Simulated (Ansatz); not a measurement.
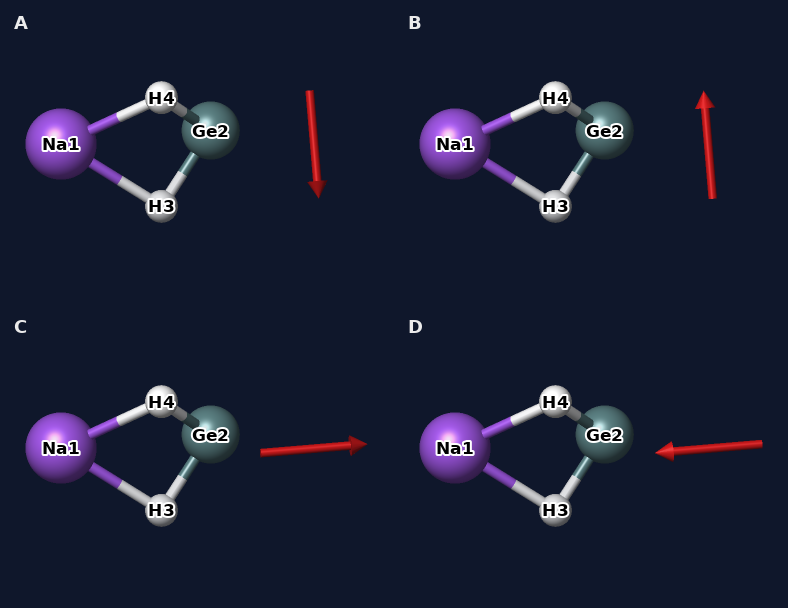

The same molecule four times, each with an arrow. The species is neutral and a spin doublet. Computed geometry: PBE0-D4/def2-TZVP optimisation. No frequency run is at hand to confirm it as a minimum. Properties computed with UKS PBE0-D4/def2-TZVP (Ansatz 0.2.0).

**Which arrow points along the dipole moment, from the negative to the positive end?**

D. The dipole moment is 6.96 D; it points from the side of Ge2 to the side of Na1 (the outermost atoms at the two ends).
